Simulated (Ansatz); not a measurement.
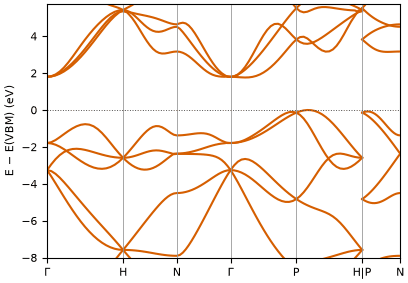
Figure: Band structure from r²SCAN in the plane-wave PAW code Ansatz

Read off the gap and where the band edges lie.

About 1.8 eV (1.76 eV by a search for the band edges); maximum on the P–H line, 18 % of the way from P, minimum on the Γ–P line, 23 % of the way from Γ.

The material is B in space group I4_132 (No. 214; B on 8a).

The start of the workflow was typed in or built on a structure type; neither database checked (COD, Materials Project) lists it. It is not the phase usual at ambient conditions (space group No. 166). The cell was relaxed with r²SCAN under the symmetry of its start; whether a distortion lowers the energy is not shown.

Potentials: the earlier of the program's two PAW sets.
